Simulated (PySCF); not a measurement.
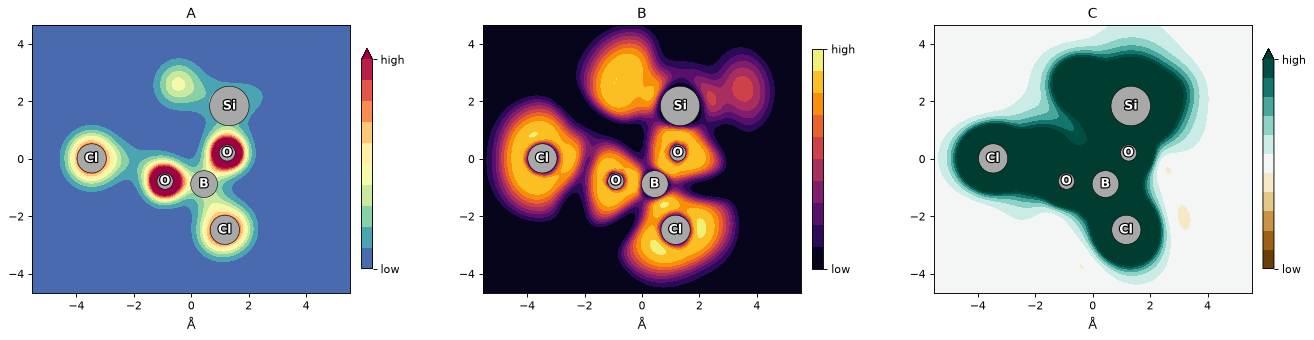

B2Cl6O2Si: 3 fields on the plane of atoms Cl6, B5 and O7, with unlabelled colour scales. Grey discs cover the atomic cores.

Geometry: PBE0-D3(BJ)/def2-SVP.

Method: PBE0/pcSseg-1, SCF density, gas phase, non-relativistic in PySCF 2.14.0.

```yaml
atoms:
  - { symbol: Cl, position_ang: [-1.9169, -1.2374, -1.0618] }
  - { symbol: B, position_ang: [-1.9183, -0.2802, 0.4153] }
  - { symbol: Cl, position_ang: [-2.8241, -0.8219, 1.8052] }
  - { symbol: O, position_ang: [-1.2526, 0.8834, 0.4665] }
  - { symbol: B, position_ang: [-0.2722, 1.4963, -0.2539] }
  - { symbol: Cl, position_ang: [-0.5282, 3.1454, -0.7840] }
  - { symbol: O, position_ang: [0.9024, 0.8942, -0.5367] }
  - { symbol: Si, position_ang: [1.8132, -0.4562, -0.3562] }
  - { symbol: Cl, position_ang: [3.7161, 0.1266, 0.0338] }
  - { symbol: Cl, position_ang: [1.7441, -1.5348, -2.0712] }
  - { symbol: Cl, position_ang: [1.1159, -1.5688, 1.2056] }
```

Question: The panels show electron density, electron localisation function and electrostatic potential in some order. Assign them.

Answer: Panel A: electron density. Panel B: electron localisation function. Panel C: electrostatic potential (strongly positive close to the atoms and fading to about zero outside). From the grid: B–O (1.36 Å): the density is about 2.1 e/Å³ at the midpoint; the ELF peaks at about 0.90 between the atoms: a short, strongly polar bond. Si–O (1.64 Å): ρ is about 1.1 e/Å³ halfway; the ELF peaks at about 0.85 between the atoms (a polar covalent bond).
